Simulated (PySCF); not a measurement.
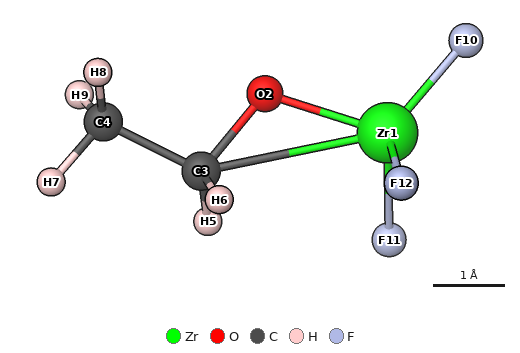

The starting structure (ball-and-stick view, seen at a tilt; atoms are numbered from 1 in the order of the input). Sticks mark near contacts. Bond lengths as drawn: C–C 1.56 Å, C–H 1.06 to 1.16 Å, C–O 1.45 Å, C–Zr 2.71 Å, F–Zr 1.78 to 1.96 Å and O–Zr 1.83 Å.

**Geometry relaxation of C2H5F3OZr**

C2H5F3OZr (Zr(OEt)F3), computed with PBE0-D3(BJ)/def2-SVP geometry optimisation, gas phase (PySCF 2.14.0).

The run did not end well. It belongs to a series of runs on one base structure; here: one ligand: F to OEt.

Log
```
step   0  E = -500.48822919  max force = 0.089245
step   1  E = -500.52027469  max force = 0.028764
step   2  E = -500.52464083  max force = 0.014565
step   3  E = -500.52651927  max force = 0.008827
step   4  E = -500.52758063  max force = 0.007725
step   5  E = -500.53013987  max force = 0.017128
step   6  E = -500.53129792  max force = 0.011424
step   7  E = -500.53228031  max force = 0.007508
step   8  E = -500.53267525  max force = 0.007217
step   9  E = -500.53297277  max force = 0.005806
step  10  E = -500.53325045  max force = 0.006105
step  11  E = -500.53346694  max force = 0.006153
step  12  E = -500.53367559  max force = 0.005574
step  13  E = -500.53395837  max force = 0.004947
step  14  E = -500.53432601  max force = 0.004198
step  15  E = -500.53478073  max force = 0.003302
step  16  E = -500.53533075  max force = 0.002439
step  17  E = -500.53584542  max force = 0.001969
step  18  E = -500.53643501  max force = 0.001086
step  19  E = -500.53662670  max force = 0.000881
step  20  E = -500.53519501  max force = 0.008981
step  21  E = -500.53669004  max force = 0.002136
step  22  E = -500.53676412  max force = 0.001556
step  23  E = -500.53681750  max force = 0.000622
step  24  E = -500.53680421  max force = 0.000686
step  25  E = -500.53680884  max force = 0.001021
step  26  E = -500.53684127  max force = 0.000733
step  27  E = -500.53687548  max force = 0.000806
step  28  E = -500.53690451  max force = 0.000809
step  29  E = -500.53693125  max force = 0.000656
step  30  E = -500.53695427  max force = 0.000515
optimisation not converged
```

Trajectory as extended XYZ (Å, eV, eV/Å), 18 of the 31 frames kept, from step=0 to step=30
```
12
Properties=species:S:1:pos:R:3:forces:R:3 step=0 energy=-13618.97840
Zr    0.8573   -0.1495   -1.9344   -2.9446   3.3701  -1.0678
O     0.8629   -0.0037   -0.1074   -0.4763   0.0987   2.2763
C    -0.4974    0.0686    0.4005    3.1985   0.7353   2.6413
C    -0.2848    0.0250    1.9426   -4.5391   0.4233  -1.0940
H    -0.9137    1.0132    0.0747   -0.5585   0.4600  -0.1436
H    -1.0376   -0.7756    0.0358   -0.9454  -0.9420  -0.2603
H    -1.3565    0.0718    2.3723    1.3423  -0.2005  -0.2212
H     0.1298   -0.8975    2.2478    0.8200  -1.2978   0.3603
H     0.2073    0.8651    2.3807    0.8717   0.8775  -0.0517
F     2.5232   -0.1145   -2.5730    4.5892  -0.0753  -1.7691
F    -0.2059    1.4105   -2.4531    0.4264  -0.5351   0.1110
F    -0.1694   -1.5960   -2.3357   -1.7844  -2.9142  -0.7813
12
Properties=species:S:1:pos:R:3:forces:R:3 step=2 energy=-13619.96921
Zr    0.8564   -0.1273   -2.0295    0.5297  -0.4273  -0.0393
O     0.8242    0.0046   -0.1080   -0.6814  -0.0396  -0.1254
C    -0.4862    0.0871    0.4939    0.7490  -0.0356   0.1538
C    -0.3550    0.0335    1.9959   -0.1386  -0.0040  -0.0102
H    -0.9513    1.0388    0.1827   -0.1358  -0.0620  -0.0346
H    -1.0974   -0.7637    0.1388   -0.1060   0.0990  -0.0399
H    -1.3440    0.0787    2.4757   -0.0471   0.0121  -0.0389
H     0.1232   -0.9099    2.2981    0.1006   0.1010   0.0483
H     0.2315    0.8928    2.3506    0.1101  -0.0982   0.0558
F     2.6556   -0.1103   -2.7190   -0.3897  -0.0326   0.1555
F    -0.1658    1.3761   -2.5505   -0.1832   0.2976  -0.1911
F    -0.1758   -1.6831   -2.4778    0.1924   0.1895   0.0661
12
Properties=species:S:1:pos:R:3:forces:R:3 step=4 energy=-13620.04921
Zr    0.8355   -0.1574   -2.0848   -0.1422   0.1881   0.1131
O     0.7126   -0.0003   -0.1734   -0.0452  -0.0089  -0.0244
C    -0.5048    0.1084    0.5374   -0.2866  -0.0264  -0.0529
C    -0.3123    0.0627    2.0328    0.3972  -0.0378  -0.0129
H    -1.0097    1.0489    0.2440    0.0368   0.0312   0.0831
H    -1.1794   -0.7131    0.2214    0.0131   0.0003   0.0915
H    -1.2812    0.1318    2.5453   -0.0223   0.0210   0.0333
H     0.1852   -0.8730    2.3323   -0.0916  -0.0258  -0.0197
H     0.3353    0.8883    2.3665   -0.0897   0.0494  -0.0044
F     2.6304   -0.1724   -2.7041    0.3191   0.0068  -0.0645
F    -0.1732    1.3262   -2.7275    0.0100   0.0226  -0.0879
F    -0.1229   -1.7330   -2.5390   -0.0986  -0.2204  -0.0542
12
Properties=species:S:1:pos:R:3:forces:R:3 step=5 energy=-13620.11885
Zr    0.7674   -0.2076   -2.1756   -0.1280  -0.2944   0.3415
O     0.5055   -0.0047   -0.2779    0.1978   0.0307  -0.2663
C    -0.5634    0.1437    0.6124   -0.8808   0.1568  -0.1331
C    -0.1963    0.1217    2.0725    0.4188  -0.1134   0.0783
H    -1.1063    1.0850    0.3902    0.2114   0.0820   0.0100
H    -1.3203   -0.6402    0.4063    0.1522  -0.1371   0.1038
H    -1.1113    0.2350    2.6748    0.0800  -0.0130   0.0210
H     0.3004   -0.8202    2.3493   -0.1074  -0.1021  -0.0110
H     0.5072    0.9259    2.3366   -0.0938   0.1159  -0.0710
F     2.6041   -0.2673   -2.6754    0.1596   0.0736   0.0428
F    -0.1870    1.1971   -3.0291   -0.0206   0.1505  -0.1007
F    -0.0845   -1.8510   -2.6331    0.0109   0.0506  -0.0152
12
Properties=species:S:1:pos:R:3:forces:R:3 step=7 energy=-13620.17709
Zr    0.7205   -0.2084   -2.1627    0.3861  -0.3490  -0.3838
O     0.3895   -0.0266   -0.2964   -0.2572   0.0120  -0.0400
C    -0.6584    0.1224    0.6330    0.3021   0.2194   0.1442
C    -0.1270    0.1332    2.0476   -0.2993  -0.0305   0.1208
H    -1.1681    1.0814    0.4293   -0.1055  -0.0513   0.0011
H    -1.3928   -0.6889    0.4894   -0.0163  -0.0341   0.0413
H    -0.9669    0.2574    2.7500    0.0282  -0.0092   0.0178
H     0.3806   -0.8098    2.2975    0.0777   0.0262  -0.0561
H     0.5613    0.9764    2.2008    0.0901  -0.0577  -0.0314
F     2.6014   -0.2807   -2.5296   -0.2179   0.0877   0.1081
F    -0.1398    1.2136   -3.0989   -0.0178   0.0571   0.0546
F    -0.0847   -1.8529   -2.7090    0.0300   0.1294   0.0234
12
Properties=species:S:1:pos:R:3:forces:R:3 step=9 energy=-13620.19594
Zr    0.7215   -0.1813   -2.1825   -0.0050  -0.0066   0.1082
O     0.3663   -0.0289   -0.3055   -0.2986   0.0038  -0.1068
C    -0.6696    0.0990    0.6465    0.1359   0.1137  -0.0166
C    -0.1295    0.1171    2.0568    0.1339  -0.0505  -0.0396
H    -1.2143    1.0404    0.4500   -0.0507  -0.0364  -0.0219
H    -1.3862   -0.7319    0.5167    0.0043  -0.0087   0.0072
H    -0.9472    0.2229    2.7849   -0.0255   0.0016  -0.0134
H     0.4140   -0.8137    2.2777    0.0029   0.0043   0.0114
H     0.5641    0.9612    2.1873    0.0058  -0.0142   0.0299
F     2.5958   -0.2425   -2.5152    0.1063   0.0642   0.0262
F    -0.1239    1.2766   -3.0819    0.0293  -0.0254   0.0613
F    -0.0755   -1.8017   -2.7837   -0.0384  -0.0457  -0.0459
12
Properties=species:S:1:pos:R:3:forces:R:3 step=11 energy=-13620.20939
Zr    0.7246   -0.1116   -2.1855    0.0325  -0.0235   0.1177
O     0.3416   -0.0335   -0.3109   -0.3164  -0.0359  -0.1403
C    -0.6888    0.0372    0.6508    0.1456   0.0493   0.0304
C    -0.1263    0.0770    2.0524    0.1549  -0.0236  -0.0171
H    -1.2942    0.9427    0.4615   -0.0041  -0.0197  -0.0055
H    -1.3574   -0.8348    0.5309    0.0130   0.0070   0.0035
H    -0.9355    0.1432    2.7945   -0.0129  -0.0032   0.0038
H     0.4663   -0.8276    2.2583   -0.0375  -0.0049   0.0131
H     0.5374    0.9462    2.1788   -0.0432   0.0083   0.0047
F     2.6082   -0.1438   -2.4699    0.0801   0.0426   0.0146
F    -0.0942    1.4087   -2.9949    0.0093  -0.0106  -0.0275
F    -0.0663   -1.6865   -2.9150   -0.0213   0.0141   0.0026
12
Properties=species:S:1:pos:R:3:forces:R:3 step=12 energy=-13620.21506
Zr    0.7230   -0.1116   -2.1858    0.0555  -0.0192   0.1053
O     0.3228   -0.0328   -0.3160   -0.2866  -0.0345  -0.1676
C    -0.6977    0.0379    0.6534    0.1406   0.0457   0.0654
C    -0.1203    0.0763    2.0495    0.1220  -0.0191  -0.0151
H    -1.3048    0.9433    0.4701   -0.0042  -0.0145  -0.0040
H    -1.3676   -0.8337    0.5398    0.0092   0.0017   0.0012
H    -0.9222    0.1424    2.7997   -0.0072  -0.0032   0.0027
H     0.4735   -0.8287    2.2489   -0.0329  -0.0090   0.0102
H     0.5445    0.9452    2.1698   -0.0369   0.0128   0.0038
F     2.6107   -0.1411   -2.4485    0.0625   0.0389   0.0126
F    -0.0866    1.4071   -3.0072    0.0020  -0.0090  -0.0176
F    -0.0597   -1.6869   -2.9227   -0.0239   0.0093   0.0029
12
Properties=species:S:1:pos:R:3:forces:R:3 step=14 energy=-13620.23276
Zr    0.7181   -0.1114   -2.1882    0.0886  -0.0132   0.0609
O     0.2557   -0.0308   -0.3384   -0.2159  -0.0275  -0.1651
C    -0.7268    0.0398    0.6637    0.1120   0.0335   0.1070
C    -0.0985    0.0733    2.0384    0.0641  -0.0108  -0.0171
H    -1.3390    0.9458    0.5029   -0.0021  -0.0080  -0.0036
H    -1.4017   -0.8303    0.5720    0.0056  -0.0031  -0.0046
H    -0.8738    0.1388    2.8164    0.0019  -0.0032   0.0013
H     0.4985   -0.8340    2.2146   -0.0181  -0.0120   0.0064
H     0.5703    0.9414    2.1372   -0.0198   0.0145   0.0042
F     2.6173   -0.1299   -2.3769    0.0160   0.0256   0.0061
F    -0.0649    1.4029   -3.0429   -0.0123   0.0024  -0.0012
F    -0.0397   -1.6883   -2.9477   -0.0200   0.0017   0.0058
12
Properties=species:S:1:pos:R:3:forces:R:3 step=16 energy=-13620.26010
Zr    0.6917   -0.1066   -2.1941    0.0362   0.0027   0.0142
O     0.1085   -0.0260   -0.3889   -0.1254  -0.0170  -0.0908
C    -0.7808    0.0421    0.6910    0.0583   0.0122   0.0671
C    -0.0398    0.0649    2.0084    0.0327  -0.0039  -0.0105
H    -1.4023    0.9491    0.5834    0.0040  -0.0021   0.0046
H    -1.4631   -0.8256    0.6479    0.0052  -0.0026   0.0022
H    -0.7496    0.1276    2.8467    0.0102  -0.0035   0.0068
H     0.5643   -0.8466    2.1304    0.0004  -0.0053   0.0037
H     0.6358    0.9319    2.0583   -0.0017   0.0047   0.0037
F     2.6012   -0.1064   -2.2399   -0.0132   0.0112  -0.0105
F    -0.0403    1.4043   -3.1006   -0.0016   0.0118  -0.0033
F    -0.0103   -1.6916   -2.9915   -0.0049  -0.0082   0.0130
12
Properties=species:S:1:pos:R:3:forces:R:3 step=18 energy=-13620.29015
Zr    0.5834   -0.1138   -2.1873   -0.0113  -0.0251  -0.0299
O    -0.1924   -0.0097   -0.4669   -0.0559   0.0332   0.0379
C    -0.8623    0.0692    0.7566   -0.0050  -0.0207   0.0133
C     0.1043    0.0598    1.9199    0.0076   0.0051  -0.0066
H    -1.4731    0.9893    0.7659    0.0063   0.0063   0.0138
H    -1.5610   -0.7830    0.8290   -0.0067   0.0049   0.0146
H    -0.4434    0.1262    2.8718    0.0070   0.0006   0.0094
H     0.6984   -0.8666    1.9268   -0.0027   0.0031  -0.0021
H     0.7976    0.9123    1.8595   -0.0033   0.0031   0.0007
F     2.4849   -0.0853   -2.0141    0.0241   0.0089  -0.0134
F    -0.0335    1.3681   -3.2220    0.0352  -0.0187  -0.0274
F     0.0127   -1.7493   -2.9881    0.0045  -0.0008  -0.0102
12
Properties=species:S:1:pos:R:3:forces:R:3 step=19 energy=-13620.29537
Zr    0.5674   -0.1225   -2.1787   -0.0089  -0.0373   0.0213
O    -0.2509   -0.0061   -0.4763   -0.0442   0.0453   0.0076
C    -0.8813    0.0804    0.7681    0.0273  -0.0313   0.0008
C     0.1252    0.0626    1.8976   -0.0060   0.0063   0.0010
H    -1.4829    1.0060    0.7974    0.0054   0.0069   0.0044
H    -1.5841   -0.7660    0.8653   -0.0078   0.0092   0.0066
H    -0.3869    0.1327    2.8690    0.0032   0.0025   0.0051
H     0.7109   -0.8690    1.8831   -0.0003   0.0058  -0.0020
H     0.8226    0.9097    1.8130   -0.0003   0.0030   0.0008
F     2.4647   -0.0849   -1.9609   -0.0028   0.0031  -0.0077
F    -0.0154    1.3447   -3.2526    0.0280  -0.0166  -0.0231
F     0.0261   -1.7705   -2.9741    0.0066   0.0030  -0.0149
12
Properties=species:S:1:pos:R:3:forces:R:3 step=21 energy=-13620.29709
Zr    0.5150   -0.1781   -2.1401    0.0600  -0.1098   0.0213
O    -0.4161    0.0088   -0.5015    0.0067   0.0666   0.0398
C    -0.9232    0.1367    0.7948   -0.0070  -0.0357  -0.0201
C     0.1841    0.0849    1.8245    0.0036   0.0103  -0.0077
H    -1.4778    1.0888    0.8659    0.0048   0.0052   0.0067
H    -1.6511   -0.6759    0.9675    0.0031   0.0154   0.0118
H    -0.2267    0.1794    2.8406   -0.0037   0.0026   0.0128
H     0.7290   -0.8695    1.7606    0.0037   0.0105   0.0069
H     0.9025    0.9039    1.6665    0.0045  -0.0054   0.0025
F     2.3920   -0.1079   -1.7988   -0.0038  -0.0123   0.0014
F     0.0299    1.2188   -3.3426   -0.0691   0.0857  -0.0402
F     0.0580   -1.8726   -2.8864   -0.0029  -0.0332  -0.0352
12
Properties=species:S:1:pos:R:3:forces:R:3 step=23 energy=-13620.30056
Zr    0.5188   -0.1889   -2.1610   -0.0208  -0.0111   0.0119
O    -0.3574    0.0037   -0.4914    0.0142   0.0320   0.0143
C    -0.9009    0.1335    0.7904    0.0098  -0.0095  -0.0057
C     0.1753    0.0941    1.8544   -0.0046   0.0028  -0.0031
H    -1.4614    1.0839    0.8437    0.0072  -0.0080  -0.0097
H    -1.6303   -0.6813    0.9478    0.0137   0.0167   0.0009
H    -0.2704    0.1921    2.8564    0.0118  -0.0014  -0.0192
H     0.7285   -0.8570    1.8145   -0.0065   0.0113   0.0041
H     0.8944    0.9162    1.7155   -0.0107  -0.0077  -0.0024
F     2.4068   -0.1327   -1.8802   -0.0173  -0.0052  -0.0036
F    -0.0141    1.2271   -3.3275    0.0061  -0.0299   0.0134
F     0.0262   -1.8734   -2.9116   -0.0031   0.0101  -0.0009
12
Properties=species:S:1:pos:R:3:forces:R:3 step=25 energy=-13620.30032
Zr    0.4762   -0.2529   -2.1507    0.0473  -0.0525  -0.0382
O    -0.3957    0.0155   -0.4913    0.0138   0.0319   0.0295
C    -0.8959    0.1799    0.8030   -0.0182  -0.0167   0.0130
C     0.2127    0.1314    1.8331   -0.0150   0.0087   0.0062
H    -1.4331    1.1439    0.8562    0.0191  -0.0098  -0.0030
H    -1.6401   -0.6142    0.9950    0.0269   0.0210   0.0120
H    -0.1992    0.2499    2.8475    0.0185  -0.0013  -0.0217
H     0.7455   -0.8314    1.7876   -0.0100   0.0183   0.0031
H     0.9430    0.9375    1.6617   -0.0115  -0.0140  -0.0037
F     2.3642   -0.1975   -1.8714   -0.0080  -0.0072  -0.0002
F    -0.0401    1.1153   -3.3758   -0.0438   0.0299  -0.0169
F    -0.0219   -1.9602   -2.8440   -0.0192  -0.0083   0.0200
12
Properties=species:S:1:pos:R:3:forces:R:3 step=26 energy=-13620.30120
Zr    0.4739   -0.2561   -2.1542    0.0069  -0.0152  -0.0195
O    -0.3912    0.0160   -0.4906    0.0377   0.0218   0.0069
C    -0.8916    0.1811    0.8036   -0.0219  -0.0095  -0.0036
C     0.2143    0.1338    1.8353    0.0002   0.0054  -0.0016
H    -1.4284    1.1450    0.8552    0.0069   0.0001  -0.0018
H    -1.6350   -0.6127    0.9965    0.0070   0.0086   0.0082
H    -0.1992    0.2531    2.8483    0.0092   0.0021  -0.0061
H     0.7467   -0.8287    1.7918    0.0000   0.0056   0.0030
H     0.9446    0.9394    1.6643    0.0024  -0.0017  -0.0042
F     2.3631   -0.2016   -1.8834   -0.0067  -0.0069  -0.0022
F    -0.0511    1.1129   -3.3769   -0.0252  -0.0047   0.0023
F    -0.0307   -1.9648   -2.8390   -0.0165  -0.0054   0.0186
12
Properties=species:S:1:pos:R:3:forces:R:3 step=28 energy=-13620.30293
Zr    0.4668   -0.2658   -2.1606   -0.0193   0.0052   0.0024
O    -0.3764    0.0212   -0.4889    0.0416   0.0175   0.0056
C    -0.8814    0.1865    0.8035   -0.0123  -0.0017  -0.0093
C     0.2197    0.1419    1.8394    0.0126  -0.0025  -0.0033
H    -1.4188    1.1497    0.8523   -0.0071   0.0059  -0.0026
H    -1.6228   -0.6087    0.9958   -0.0122   0.0017   0.0015
H    -0.1984    0.2612    2.8500    0.0018   0.0064   0.0081
H     0.7532   -0.8198    1.7994    0.0056  -0.0028   0.0013
H     0.9496    0.9479    1.6711    0.0100   0.0087  -0.0061
F     2.3597   -0.2152   -1.9151   -0.0023  -0.0060  -0.0058
F    -0.0772    1.0985   -3.3813   -0.0086  -0.0266  -0.0018
F    -0.0584   -1.9802   -2.8146   -0.0098  -0.0058   0.0100
12
Properties=species:S:1:pos:R:3:forces:R:3 step=30 energy=-13620.30428
Zr    0.4595   -0.2766   -2.1648   -0.0137   0.0018   0.0112
O    -0.3613    0.0307   -0.4863    0.0257   0.0189   0.0050
C    -0.8731    0.1938    0.8036    0.0026   0.0003   0.0028
C     0.2247    0.1517    1.8435    0.0043  -0.0069   0.0014
H    -1.4132    1.1557    0.8508   -0.0071   0.0008  -0.0037
H    -1.6128   -0.6039    0.9930   -0.0105   0.0073  -0.0022
H    -0.1973    0.2686    2.8529    0.0028   0.0073   0.0026
H     0.7605   -0.8090    1.8044    0.0025   0.0026   0.0008
H     0.9533    0.9595    1.6783    0.0043   0.0054  -0.0058
F     2.3560   -0.2300   -1.9456   -0.0027  -0.0058  -0.0060
F    -0.0970    1.0746   -3.3942   -0.0098  -0.0265  -0.0081
F    -0.0838   -1.9977   -2.7845    0.0014  -0.0051   0.0017
```

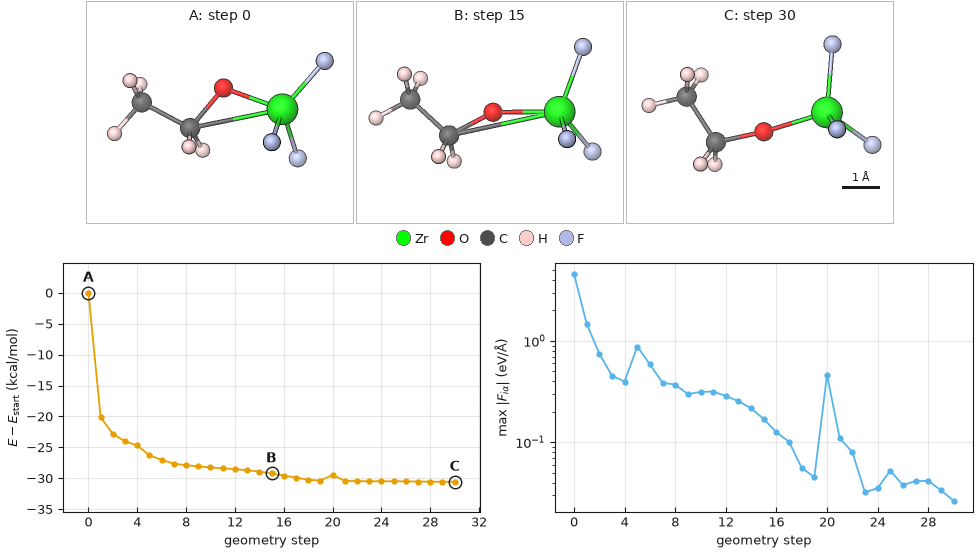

Frames of the relaxation (ball-and-stick view, seen at a tilt) above the curves, on which the letters mark them (steps are counted from 0).

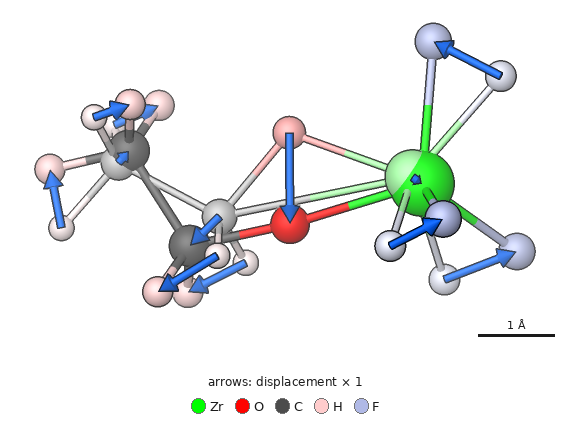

Start (faint) and end (solid) with the displacements as blue arrows, at true length (ball-and-stick view, seen at a tilt). The two geometries are laid on each other by the best rigid fit. The relaxation stopped without meeting its thresholds, so the last structure isn't shown to be converged. O2 moves most after the best rigid fit: 1.22 Å. Largest moves by element: O 1.22 Å, F 1.05 Å, H 0.95 Å, C 0.57 Å, Zr 0.15 Å. Among the contacts that change: Zr1–C3 2.708 → 3.288 Å, Zr1–F10 1.784 → 1.910 Å, Zr1–F12 1.819 → 1.908 Å, Zr1–O2 1.833 → 1.894 Å. Among the angles that change: Zr1–O2–C3 110.4° → 174.9°, O2–C3–C4 102.5° → 111.4°, F10–Zr1–F12 117.6° → 110.0°. Over 30 geometry steps the energy falls by 30.6 kcal/mol. Largest force component: 4.6 eV/Å at the start, 0.026 eV/Å at the end. (Atoms are counted from 1 in the order of the input.)

This output came from the following input.

Input file
```
{"job": {"xc": "PBE0", "basis": "def2-SVP", "d3": "d3bj", "grid": 1, "maxiter": 30, "shake": 0.03, "kind": "geom"}, "charge": 0, "multiplicity": 1}
Zr     0.857340    -0.149530    -1.934350
O      0.862880    -0.003670    -0.107410
C     -0.497360     0.068560     0.400480
C     -0.284770     0.025010     1.942570
H     -0.913670     1.013170     0.074710
H     -1.037610    -0.775630     0.035820
H     -1.356480     0.071790     2.372340
H      0.129810    -0.897520     2.247820
H      0.207330     0.865130     2.380740
F      2.523250    -0.114550    -2.573020
F     -0.205850     1.410490    -2.453050
F     -0.169400    -1.596000    -2.335660
```

The first line tells a small driver script what to run in PySCF; the rest is the geometry in Å.

Run as:
```bash
OMP_NUM_THREADS=1 python <driver script> task.json out
```

Outcome

```csv
quantity,value
outcome,not converged
total energy,−500.536954 hartree
dipole moment,3.03 D
point group,C1
hardware,"1 CPU thread, shared host"
wall time,5.2 min
peak memory,0.6 GiB
```

What went wrong

The run did not converge. At least one of its steps failed, so the values that rest on that step are not results.
